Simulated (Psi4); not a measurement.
# MP2/pcseg-1 (density fitting, density fitting for correlation, sweep point 6) run of BSiN2H5 (SMILES N[SiH]1BN1)

Aim: the vertical singlet–triplet gap of BSiN2H5 at MP2/pcseg-1 (density fitting, density fitting for correlation, sweep point 6), from 2 runs. 

The calculation is run with Psi4 1.11.

## 1. Starting point

BSiN2H5: 9 atoms, total charge 0, spin state singlet. As SMILES, `N[SiH]1BN1`. The coordinates come from a PBE0-D4/def2-TZVP relaxation. This is one conformer, not always the lowest.

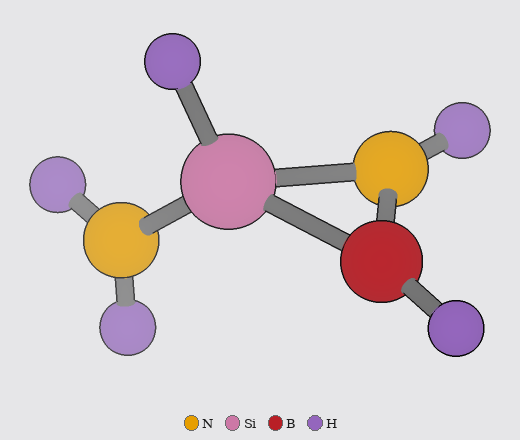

Viewed from a chosen angle; nitrogen amber, silicon pink, boron red, hydrogen purple.

## 2. The energy at MP2/pcseg-1 (density fitting, density fitting for correlation, sweep point 6)

File bh5n2si.dat:

```
memory 1.6 GB

molecule mol {
  0 1
  N     -0.637800     1.588100     0.218200
  Si     0.258900     0.175500     0.530500
  B     -0.233900    -1.625800     0.110200
  N      0.650500    -0.971600    -0.738400
  H     -0.221300     2.503300     0.212900
  H     -1.561800     1.577300    -0.177300
  H      1.441200     0.620900     1.305200
  H     -0.741300    -2.702400     0.114400
  H      1.134000    -1.211600    -1.592900
  symmetry c1
}

set globals {
  basis pcseg-1
  reference rhf
  puream true
  scf_type df
  num_frozen_docc 8
}

e_tot = energy('mp2')
```

Run with:

```console
psi4 bh5n2si.dat bh5n2si.out -n 1
```

bh5n2si.out:

```text
[...]
  Running in c1 symmetry.
[...]
  Nuclear repulsion =  149.962674332369971
[...]
  Multiplicity = 1
[...]
  Nalpha       = 19
  Nbeta        = 19
[...]
    Number of basis functions: 85
[...]
   @DF-RHF iter   1:  -425.22638498083336   -5.97536e-01   6.85314e-03 DIIS/ADIIS
[...]
   @DF-RHF iter  12:  -425.38995514286813   -4.09273e-12   4.26596e-09 DIIS
[...]
    Orbital Energies [Eh]
    ---------------------
    Doubly Occupied:
       1A    -68.759668     2A    -15.530400     3A    -15.526688
       4A     -7.589987     5A     -6.124740     6A     -4.241814
       7A     -4.240074     8A     -4.239632     9A     -1.159507
      10A     -1.133499    11A     -0.764411    12A     -0.677682
      13A     -0.660044    14A     -0.599274    15A     -0.533082
      16A     -0.489302    17A     -0.429072    18A     -0.418322
      19A     -0.344280
[...]
  @DF-RHF Final Energy:  -425.38995514286813
   => Energetics <=
    Nuclear Repulsion Energy =            149.9626743323699714
    One-Electron Energy =                -883.7823029245786302
    Two-Electron Energy =                 308.4296734493405552
    Total Energy =                       -425.3899551428681320
[...]
 Multipole Moments:
 ------------------------------------------------------------------------------------
     Multipole            Electronic (a.u.)      Nuclear  (a.u.)        Total (a.u.)
 ------------------------------------------------------------------------------------
 L = 1.  Multiply by 2.5417464519 to convert [e a0] to [Debye]
 Dipole X            :         -0.0095684            0.0213621            0.0117937
 Dipole Y            :         -1.9492034            2.4761916            0.5269882
 Dipole Z            :          0.1975937           -0.6704448           -0.4728511
 Magnitude           :                                                    0.7081270
[...]
```

Wall time 5.1 s (1 thread of Intel Xeon Platinum 8488C (Sapphire Rapids), shared host); peak memory 0.21 GiB.

## 3. The triplet

File input.dat:

```
memory 1600 MB

molecule system {
  0 3
  N     -0.637800     1.588100     0.218200
  Si     0.258900     0.175500     0.530500
  B     -0.233900    -1.625800     0.110200
  N      0.650500    -0.971600    -0.738400
  H     -0.221300     2.503300     0.212900
  H     -1.561800     1.577300    -0.177300
  H      1.441200     0.620900     1.305200
  H     -0.741300    -2.702400     0.114400
  H      1.134000    -1.211600    -1.592900
  units angstrom
  symmetry c1
}

set globals {
  reference       uhf
  puream          true
  scf_type        df
  num_frozen_docc 8
  maxiter         100
}

energy_value, wavefunction = energy("mp2/pcseg-1", return_wfn=True)
```

Run with:

```console
psi4 input.dat output.dat -n 1
```

output.dat:

```text
[...]
  Running in c1 symmetry.
[...]
  Nuclear repulsion =  149.962674332369971
[...]
  Multiplicity = 3
[...]
  Nalpha       = 20
  Nbeta        = 18
[...]
    Number of basis functions: 85
[...]
   @DF-UHF iter   1:  -425.04167181359185   -4.12823e-01   7.06162e-03 DIIS/ADIIS
[...]
   @DF-UHF iter  19:  -425.22930842102591   -6.48015e-12   9.20842e-09 DIIS
[...]
   @S^2 Observed:                2.013600132E+00
[...]
    Orbital Energies [Eh]
    ---------------------
    Alpha Occupied:
       1A    -68.827255     2A    -15.557944     3A    -15.514791
       4A     -7.584966     5A     -6.189174     6A     -4.310718
       7A     -4.303232     8A     -4.302296     9A     -1.183273
      10A     -1.158728    11A     -0.803281    12A     -0.704461
      13A     -0.687782    14A     -0.609928    15A     -0.568775
      16A     -0.507085    17A     -0.469102    18A     -0.462901
      19A     -0.414613    20A     -0.177142
    Alpha Virtual:
      21A      0.112885    22A      0.141726    23A      0.166781
      24A      0.188331    25A      0.211279    26A      0.220966
[...]
  @DF-UHF Final Energy:  -425.22930842102591
   => Energetics <=
    Nuclear Repulsion Energy =            149.9626743323699714
    One-Electron Energy =                -882.7274172602460567
    Two-Electron Energy =                 307.5354345068502084
    Total Energy =                       -425.2293084210259053
  UHF NO Occupations:
  HONO-2 :   18  A 1.9969265
  HONO-1 :   19  A 1.0000000
  HONO-0 :   20  A 1.0000000
  LUNO+0 :   21  A 0.0030735
  LUNO+1 :   22  A 0.0020374
[...]
 Multipole Moments:
 ------------------------------------------------------------------------------------
     Multipole            Electronic (a.u.)      Nuclear  (a.u.)        Total (a.u.)
 ------------------------------------------------------------------------------------
 L = 1.  Multiply by 2.5417464519 to convert [e a0] to [Debye]
 Dipole X            :          0.0536841            0.0213621            0.0750463
 Dipole Y            :         -1.0351857            2.4761916            1.4410059
 Dipole Z            :          0.5755280           -0.6704448           -0.0949168
 Magnitude           :                                                    1.4460771
[...]
```

Run time: 4.8 s. Hardware: 1 thread of Intel Xeon Platinum 8488C (Sapphire Rapids), shared host; peak memory 0.21 GiB.

## 4. Results

At MP2/pcseg-1 (density fitting, density fitting for correlation, sweep point 6), 8 core orbitals frozen:

```
                                                           quantity          value
                                              singlet: total energy  -425.90124 Eh
                       singlet: HOMO energy (Hartree–Fock orbitals)       -9.37 eV
                       singlet: LUMO energy (Hartree–Fock orbitals)        3.37 eV
                     singlet: HOMO–LUMO gap (Hartree–Fock orbitals)       12.74 eV
               singlet: correlation energy (8 core orbitals frozen)     -511.3 mEh
                                              triplet: total energy  -425.72593 Eh
triplet: HOMO energy (Hartree–Fock orbitals) (highest over α and β)       -4.82 eV
 triplet: LUMO energy (Hartree–Fock orbitals) (lowest over α and β)       -0.51 eV
               triplet: correlation energy (8 core orbitals frozen)     -496.6 mEh
                         triplet: ⟨S²⟩ of the reference determinant          2.014
                   vertical energy of the triplet above the singlet       4.770 eV
```

In words: At this shape the triplet lies 4.77 eV (460 kJ/mol) above the singlet.
